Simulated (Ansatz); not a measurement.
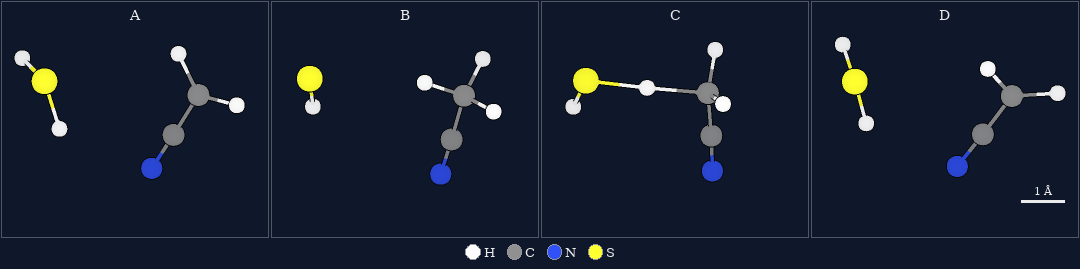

4 geometries from a converged minimum-energy path of C₂H₄NS (multiplicity 2), made up of C₂H₃N and HS, shuffled. Style: ball-and-stick. Shown from a free direction.

Computed with UKS PBE0-D4/def2-SVPD (Ansatz 0.2.0). Set-up: 7 movable images; climbing image; force threshold 0.05 eV/Å; iteration limit 60; starting path through a guess of the saddle point.

Question: One of them is the converged climbing image. Which?

Answer: C. In order along the path, whose images run from 0 to 8: B (image 2, +0.05 eV), C (image 4, +0.64 eV), A (image 7, +0.32 eV), D (image 8, +0.30 eV). A hydrogen atom shifts from one atom to another. Breaking: C–H (1.10 → 3.51 Å). Forming: H–S (3.31 → 1.35 Å).

Limits of the set-up: the start holds two separate molecules, 2.5 Å apart at their closest, whose relative position is a soft coordinate.

The run took 20 min on 4 threads of Arm Neoverse N1, on a shared host, peak memory 0.43 GiB.
